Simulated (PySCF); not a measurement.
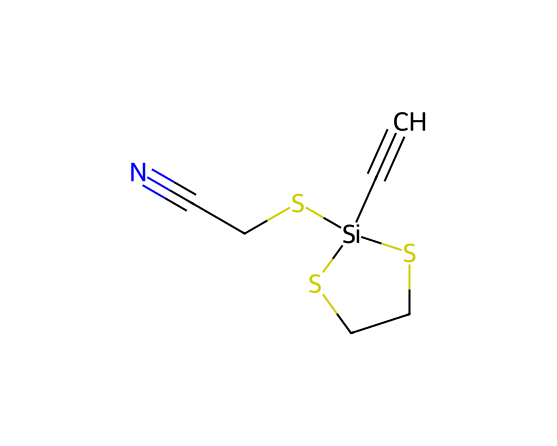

A structural formula.

Write the SMILES.

Answer. C#C[Si]1(SCC#N)SCCS1

What is the molecular formula?

Answer. C6H7NS3Si.

An optimisation with GFN2-xTB gave a structure of which point group?

Answer. C1. Other conformers may differ.

More results for the same structure follow; atom numbers are the same in all pictures, views and colours differ. The computed structure is the end point of a GFN2-xTB optimisation. No frequency run is at hand to confirm it as a minimum.

### Geometry

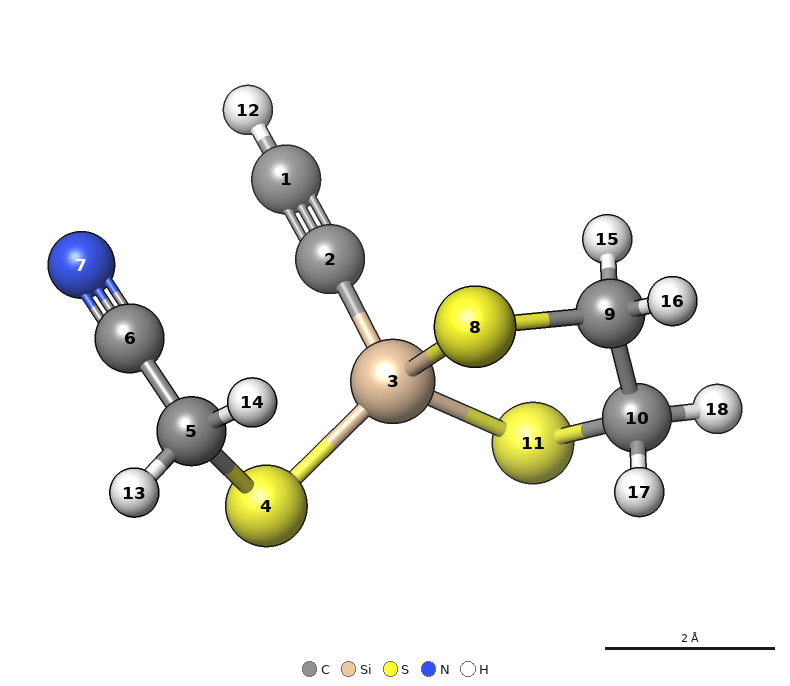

Numbered structure. No frequency run is at hand to confirm it as a minimum.

Describe the coordination of atom 10.

Answer. C10 has 4 neighbours (C9 at 1.51, S11 at 1.83, H17 at 1.09, H18 at 1.09 Å); the arrangement is tetrahedral.

What is the geometry at C1?

Answer. C1 has 2 neighbours (C2 at 1.20, H12 at 1.05 Å); the arrangement is linear.

How are the neighbours of atom 8 arranged?

Answer. S8 has 2 neighbours (Si3 at 2.16, C9 at 1.82 Å); the arrangement is bent.

Describe the coordination of atom 11.

Answer. S11 has 2 neighbours (Si3 at 2.15, C10 at 1.83 Å); the arrangement is bent.

What is the dihedral angle C2–Si3–S8–C9?

Answer. 94° in size, that is about perpendicular.

### Ring current

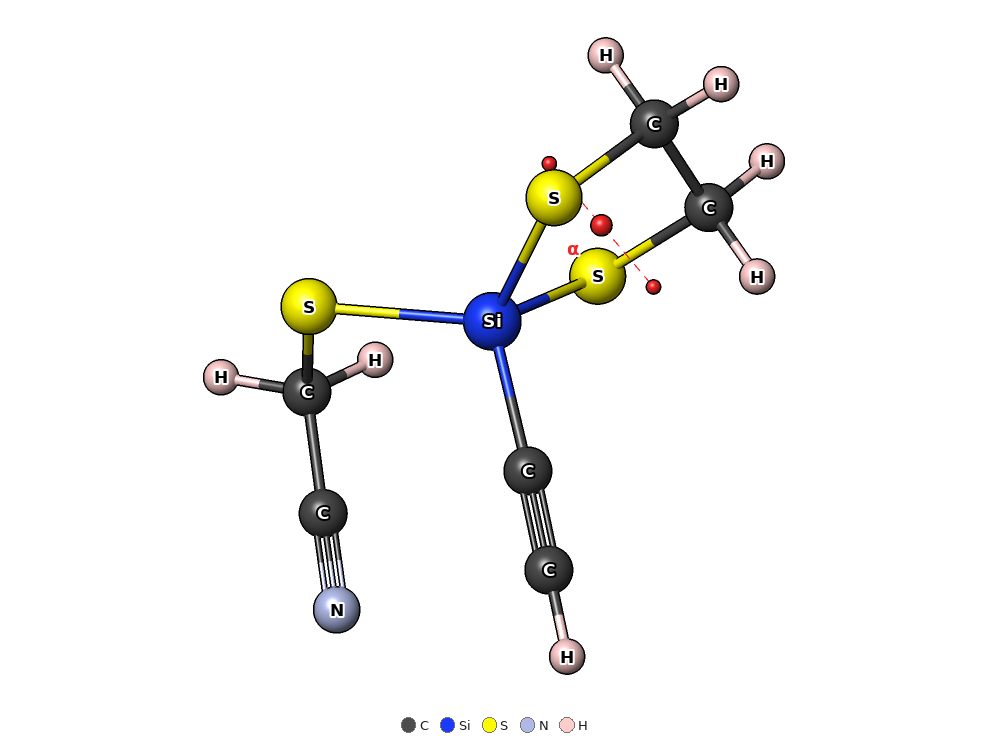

The small points mark where nucleus-independent chemical shifts (NICS) were computed: at the centre of each lettered ring and 1 Å above and below it. No frequency run is at hand to confirm it as a minimum. Level of theory: GIAO PBE0/pcSseg-1 NMR shielding, non-relativistic, gas phase (PySCF 2.14.0).

Give NICS(0), NICS(1) and the out-of-plane component NICS(1)zz for each ring (means of the two sides).

```
ring  members  NICS(0)  NICS(1)  NICS(1)zz
   α   C2S2Si     −9.1     −5.2       −2.7
```

Values in ppm.

What do the values say about the ring currents?

Answer. Ring α: weak, as in a non-aromatic ring. NICS is one index among several.

### NMR shielding

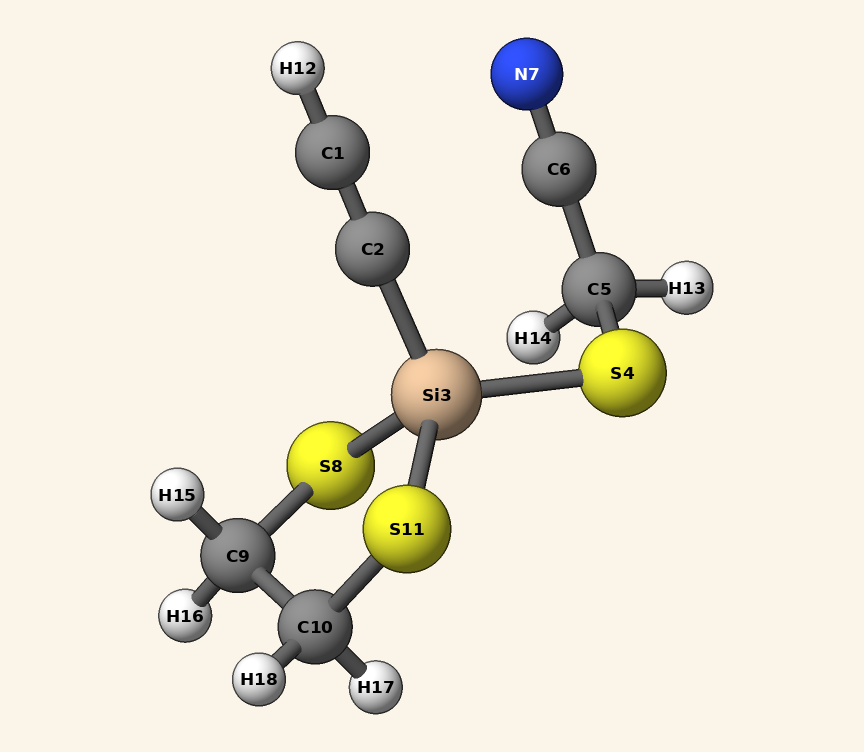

No frequency run is at hand to confirm it as a minimum. Properties computed with GIAO PBE0/pcSseg-1 NMR shielding, non-relativistic, gas phase (PySCF 2.14.0). Principal shieldings σ11 ≤ σ22 ≤ σ33, span Ω = σ33 − σ11, skew κ = 3(σiso − σ22)/Ω.

Give the shielding tensors of the Si atoms.

```tsv
atom	σ11	σ22	σ33	σiso	Ω	κ
Si3	261.2	338.5	352.5	317.4	91.3	−0.69
```

Shieldings and span in ppm.

### Electronic properties

No frequency run is at hand to confirm it as a minimum. Level of theory: PBE0/pcSseg-1, gas phase (PySCF 2.14.0).

Predict the main results.

- dipole moment: 3.66 D
- HOMO energy (Kohn–Sham orbital): −7.34 eV
- LUMO energy (Kohn–Sham orbital): −1.15 eV
- HOMO–LUMO gap: 6.18 eV

The geometry is semi-empirical. Around Si such bond lengths and angles can be off by a tenth of an ångström or more and by several degrees, and values that hang on the shape move with them.
